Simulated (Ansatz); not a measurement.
**TiNH2Cl3 (SMILES [NH2][Ti]([Cl])([Cl])[Cl]) at revPBE/def2-SVP**

Aim: the energy change on altering one bond length of TiNH2Cl3 at revPBE/def2-SVP, from 2 runs. 

Program for the calculation: Ansatz 0.2.0.

1 further run of the same task is left out (set aside as unsound or not needed).

## 1. The system as given

TiNH2Cl3 has 7 atoms, charge 0, and is taken as a singlet. As SMILES, `[NH2][Ti]([Cl])([Cl])[Cl]`. Geometry: relaxed at PBE0-D4/def2-TZVP.

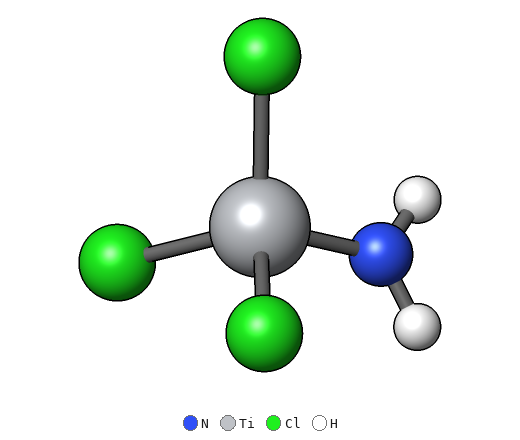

Viewed from a chosen angle; nitrogen blue, titanium light grey, chlorine green, hydrogen white.

## 2. The energy at revPBE/def2-SVP

run.yaml reads:

```yaml
crystal:
  periodic: [false, false, false]
  atoms:
    - symbol: "N"
      position_ang: [-0.676400, 0.479600, 0.813100]
    - symbol: Ti
      position_ang: [0.416000, -0.273300, -0.459100]
    - symbol: Cl
      position_ang: [1.922500, -1.442100, 0.599700]
    - symbol: Cl
      position_ang: [-0.771400, -1.594700, -1.742800]
    - symbol: Cl
      position_ang: [1.232300, 1.358700, -1.654500]
    - symbol: H
      position_ang: [-1.200200, 1.334700, 0.679200]
    - symbol: H
      position_ang: [-0.861700, 0.068900, 1.718900]
basis:
  gaussian:
    orbitals: def2-SVP
magnetization:
  spin_polarized: false
hamiltonian:
  xc: {name: revPBE}
accuracy: high
output:
  orbitals: {seedname: orbitals}
```

Started as:

```console
$ ansatz run run.yaml --threads 1 --pin off --max-ram 3480MiB --events-out events.jsonl --progress --plain --runs-dir runs
```

The log of the run:

```text
Warning: RAYON_NUM_THREADS=1 ignored (pool sized by the plan → 1); use --threads N
Functional definition: revPBE
  name "revPBE"
  parameter kappa = 1.245
  parameter beta = 0.06672455060314922
  exchange = pbe_x(kappa = kappa, mu = beta*pi^2/3)
  correlation = pbe_c(beta = beta)
2389 factors; integrals over basis functions are off by at most 2.7e-8 eV
mean field evaluation 1: about -62177.5978 eV, gradient 6.6e1 eV
mean field evaluation 2: about -62089.1548 eV, gradient 1.7e2 eV
mean field evaluation 4: about -62155.8040 eV, gradient 1.3e2 eV
mean field evaluation 8: about -62186.7470 eV, gradient 2.5e-2 eV
mean field -62186.74570540 eV, -2285.3207529833 hartree, gradient 3.9e-8 eV, S^2 0.000000; 0 other end points of the search recorded, 0 dependent functions left out
reference -62186.74571552 eV, -2285.3207533551 hartree; 41, 41 occupied and 68, 68 virtual orbitals, 2389 factors
Total energy: -62186.74571552 eV, -2285.3207533551 hartree
```

It took 14 s on 1 thread of Arm Neoverse V2, shared host; peak memory 0.34 GiB.

## 3. The distorted shape, same level

in.yaml reads:

```yaml
crystal:
  periodic: [false, false, false]
  atoms:
    - {symbol: "N", position_ang: [-0.798855, 0.234781, 0.992424]}
    - {symbol: Ti, position_ang: [0.293545, -0.518119, -0.279776]}
    - {symbol: Cl, position_ang: [1.800045, -1.686919, 0.779024]}
    - {symbol: Cl, position_ang: [-0.893855, -1.839519, -1.563476]}
    - {symbol: Cl, position_ang: [1.232300, 1.358700, -1.654500]}
    - {symbol: H, position_ang: [-1.322655, 1.089881, 0.858524]}
    - {symbol: H, position_ang: [-0.984155, -0.175919, 1.898224]}
basis:
  gaussian:
    orbitals: def2-SVP
hamiltonian:
  xc: {name: revPBE}
accuracy: high
output: {orbitals: {seedname: orbitals}}
```

Started as:

```console
$ ansatz run in.yaml --threads 1 --pin off --max-ram 3480MiB --events-out events.jsonl --progress --plain --runs-dir runs
```

The log of the run:

```text
Warning: RAYON_NUM_THREADS=1 ignored (pool sized by the plan → 1); use --threads N
Functional definition: revPBE
  name "revPBE"
  parameter kappa = 1.245
  parameter beta = 0.06672455060314922
  exchange = pbe_x(kappa = kappa, mu = beta*pi^2/3)
  correlation = pbe_c(beta = beta)
2380 factors; integrals over basis functions are off by at most 2.5e-8 eV
mean field evaluation 1: about -62177.0783 eV, gradient 6.6e1 eV
mean field evaluation 2: about -62001.1779 eV, gradient 2.9e2 eV
mean field evaluation 4: about -62117.4676 eV, gradient 2.0e2 eV
mean field evaluation 8: about -62186.3375 eV, gradient 4.5e-1 eV
mean field -62186.33895319 eV, -2285.3058051151 hartree, gradient 4.1e-8 eV, S^2 0.000000; 0 other end points of the search recorded, 0 dependent functions left out
reference -62186.33896357 eV, -2285.3058054967 hartree; 41, 41 occupied and 68, 68 virtual orbitals, 2380 factors
Total energy: -62186.33896357 eV, -2285.3058054967 hartree
```

Wall time 13 s (1 thread of Arm Neoverse V2, shared host); peak memory 0.33 GiB.

## 4. Results

Level: revPBE/def2-SVP.

| quantity | value |
| --- | --- |
| first shape: total energy | -2285.32075 Eh |
| first shape: HOMO energy | -6.84 eV |
| first shape: LUMO energy | -3.88 eV |
| first shape: HOMO–LUMO gap | 2.96 eV |
| distorted shape: total energy | -2285.30581 Eh |
| distorted shape: HOMO energy | -6.91 eV |
| distorted shape: LUMO energy | -4.33 eV |
| distorted shape: HOMO–LUMO gap | 2.58 eV |
| energy change with the Ti2–Cl5 bond stretched from 2.181 to 2.509 Å | 0.407 eV |

What this shows: With the Ti2–Cl5 bond stretched from 2.181 to 2.509 Å the energy rises by 0.41 eV (39.2 kJ/mol). The first shape isn't relaxed at this level, so the change isn't measured from a minimum.
